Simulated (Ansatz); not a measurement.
# GeO (SMILES [O]=[Ge]): levels of theory compared

Aim: a comparison of 6 runs (B3LYP/STO-3G, CAM-B3LYP/STO-3G, HSE06/STO-3G, SVWN5/STO-3G, r2SCAN/STO-3G, CCSD/STO-3G) of GeO. 

Program for the calculation: Ansatz 0.2.0.

28 further runs of the same task are left out: 24 that didn't finish, 4 set aside as unsound or not needed.

## (1) The structure to begin with

The species is GeO (2 atoms), meant as a singlet with charge 0. SMILES: `[O]=[Ge]`. The Ge2–O1 distance was set to 2.434 Å, away from the relaxed value.

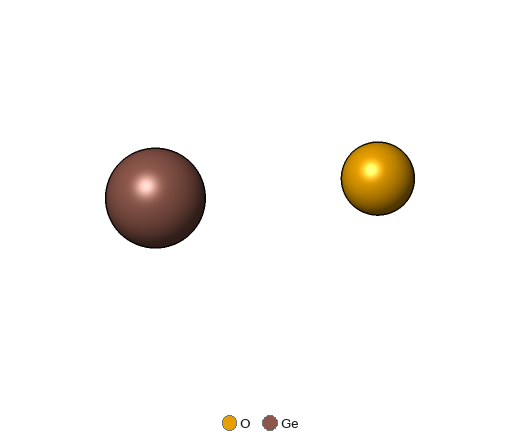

Viewed from a chosen angle; oxygen amber, germanium brown.

## (2) A single-point energy at B3LYP/STO-3G (run 1)

The input, input.yaml:

```yaml
crystal:
  periodic: [false, false, false]
  atoms:
    - {symbol: O, position_ang: [-0.000000, -0.000000, -0.834370]}
    - {symbol: Ge, position_ang: [0.000000, 0.000000, 1.599530]}
basis:
  gaussian:
    orbitals: STO-3G
hamiltonian:
  xc: {name: B3LYP}
accuracy: high
```

Launch:

```sh
$ ansatz run input.yaml --threads 1 --pin off --max-ram 3480MiB --events-out events.jsonl --progress --plain --runs-dir runs
```

Log:

```text
Warning: RAYON_NUM_THREADS=1 ignored (pool sized by the plan → 1); use --threads N
Functional definition: B3LYP
  name "B3LYP"
  parameter a0 = 0.2
  parameter ax = 0.72
  parameter ac = 0.81
  exchange = (1 - a0 - ax)*slater_x + ax*b88_x + a0*exact_x
  correlation = (1 - ac)*vwn_rpa_c + ac*lyp_c
283 factors; integrals over basis functions are off by at most 3.2e-8 eV
mean field evaluation 1: about -57674.5191 eV, gradient 9.2e1 eV
mean field evaluation 2: about -57697.5610 eV, gradient 3.8e1 eV
mean field evaluation 4: about -57840.8152 eV, gradient 3.2e1 eV
mean field evaluation 8: about -57840.8150 eV, gradient 3.2e1 eV
mean field evaluation 16: about -57876.3541 eV, gradient 4.9e-1 eV
mean field evaluation 32: about -57876.3218 eV, gradient 1.1e-2 eV
mean field evaluation 64: about -57876.2975 eV, gradient 7.4e-1 eV
mean field evaluation 96: about -57871.8954 eV, gradient 1.9e-4 eV
mean field evaluation 128: about -57876.3207 eV, gradient 4.1e-3 eV
mean field evaluation 160: about -57876.3208 eV, gradient 4.8e-2 eV
mean field evaluation 192: about -57864.6033 eV, gradient 5.7e1 eV
mean field -57876.32185157 eV, -2126.9155980652 hartree, gradient 2.2e-8 eV, S^2 0.000000; 12 other end points of the search recorded, 0 dependent functions left out
reference -57876.32187384 eV, -2126.9155988838 hartree; 20, 20 occupied and 3, 3 virtual orbitals, 283 factors
Total energy: -57876.32187384 eV, -2126.9155988838 hartree
```

Wall time 12 s (1 thread of Arm Neoverse V2, shared host); peak memory 0.09 GiB.

## (3) A single-point energy at CAM-B3LYP/STO-3G (run 2)

The input, run.yaml:

```yaml
crystal:
  periodic: [false, false, false]
  atoms:
    - {symbol: O, position_ang: [-0.000000, -0.000000, -0.834370]}
    - {symbol: Ge, position_ang: [0.000000, 0.000000, 1.599530]}
basis:
  gaussian: {orbitals: STO-3G}
hamiltonian: {xc: {name: CAM-B3LYP}}
accuracy: high
```

Launch:

```sh
$ ansatz run run.yaml --threads 1 --pin off --max-ram 3480MiB --events-out events.jsonl --progress --plain --runs-dir runs
```

Log, cut to the lines that bear on the results:

```text
Warning: RAYON_NUM_THREADS=1 ignored (pool sized by the plan → 1); use --threads N
Functional definition: CAM-B3LYP
  name "CAM-B3LYP"
[...]
283 factors; integrals over basis functions are off by at most 3.2e-8 eV
101 factors; integrals over basis functions are off by at most 1.4e-9 eV
[...]
mean field -57876.19175086 eV, -2126.9108169524 hartree, gradient 2.0e-8 eV, S^2 0.000000; 8 other end points of the search recorded, 0 dependent functions left out
reference -57876.19176162 eV, -2126.9108173479 hartree; 20, 20 occupied and 3, 3 virtual orbitals, 283 factors
Total energy: -57876.19176162 eV, -2126.9108173479 hartree
```

It took 3.9 s on 1 thread of Arm Neoverse V2, shared host.

Run 3 isn't shown in full; the table further down has it.

## (4) The energy at SVWN5/STO-3G (run 4)

The input, job.yaml:

```yaml
crystal:
  periodic: [false, false, false]
  atoms:
    - {symbol: O, position_ang: [-0.000000, -0.000000, -0.834370]}
    - {symbol: Ge, position_ang: [0.000000, 0.000000, 1.599530]}
basis:
  gaussian: {orbitals: STO-3G}
hamiltonian: {xc: {name: SVWN5}}
accuracy: high
```

Launch:

```sh
$ ansatz run job.yaml --threads 1 --pin off --max-ram 3480MiB --events-out events.jsonl --progress --plain --runs-dir runs
```

Log, cut to the lines that bear on the results:

```text
Warning: RAYON_NUM_THREADS=1 ignored (pool sized by the plan → 1); use --threads N
Functional definition: SVWN5
  name "SVWN5"
[...]
283 factors; integrals over basis functions are off by at most 3.2e-8 eV
[...]
mean field -57771.28655397 eV, -2123.0556220741 hartree, gradient 5.6e-9 eV, S^2 0.000000; 17 other end points of the search recorded, 0 dependent functions left out
reference -57771.28655533 eV, -2123.0556221239 hartree; 20, 20 occupied and 3, 3 virtual orbitals, 283 factors
Total energy: -57771.28655533 eV, -2123.0556221239 hartree
```

Run time: 4.5 s. Hardware: 1 thread of Arm Neoverse V2, shared host.

Run 5 isn't shown in full; the table further down has it.

## (5) The energy at CCSD/STO-3G (run 6)

The input, in.yaml:

```yaml
basis:
  gaussian:
    orbitals: STO-3G
crystal:
  periodic: [false, false, false]
  atoms:
    - symbol: O
      position_ang: [-0.000000, -0.000000, -0.834370]
    - symbol: Ge
      position_ang: [0.000000, 0.000000, 1.599530]
scf:
  omitted_lower_state_checks: [cluster_reference, increment]
correlation:
  method: ccsd
  frozen_orbitals: {Ge: 9, O: 1}
accuracy: high
```

Launch:

```sh
$ ansatz run in.yaml --threads 1 --pin off --max-ram 3480MiB --events-out events.jsonl --progress --plain --runs-dir runs
```

Log:

```text
Warning: RAYON_NUM_THREADS=1 ignored (pool sized by the plan → 1); use --threads N
[... 16 lines left out ...]
10 core orbitals not correlated: weight in the atoms' cores, before any rotation towards them, 1.000 or more for the frozen orbitals, at most 0.000 for the correlated occupied ones
[... 142 lines left out ...]
Total energy: -57833.20104404 eV, -2125.3309376168 hartree
Checks for a lower state left out: cluster_reference, increment
```

It took 0.58 s on 1 thread of Arm Neoverse V2, shared host.

## (6) The series

```
run             level  frozen core orbitals   energy (Eh)  wall time
  1      B3LYP/STO-3G                     –  -2126.915599       12 s
  2  CAM-B3LYP/STO-3G                     –  -2126.910817      3.9 s
  3      HSE06/STO-3G                     –  -2126.637471      5.7 s
  4      SVWN5/STO-3G                     –  -2123.055622      4.5 s
  5     r2SCAN/STO-3G                     –  -2126.996125       14 s
  6       CCSD/STO-3G                    10  -2125.330938     0.58 s
```

## (7) Results

```
                                           quantity           value
                                run 6: total energy  -2125.33094 Eh
run 6: correlation energy (10 core orbitals frozen)       -45.1 mEh
                               run 6: T1 diagnostic           0.045
```

What this shows: Totals of different functionals can't be ranked against each other. In run 6 the T1 diagnostic is large, so a single reference may not serve. In run 6 the log says that unrestricted orbitals would lower the reference, so the values rest on an unstable closed-shell determinant (other closed-shell runs at this shape may share the fault). In runs 1, 2, 3, 4, 5, 6 the basis is minimal, so the values are rough. All runs together took 41 s, the longest 14 s.
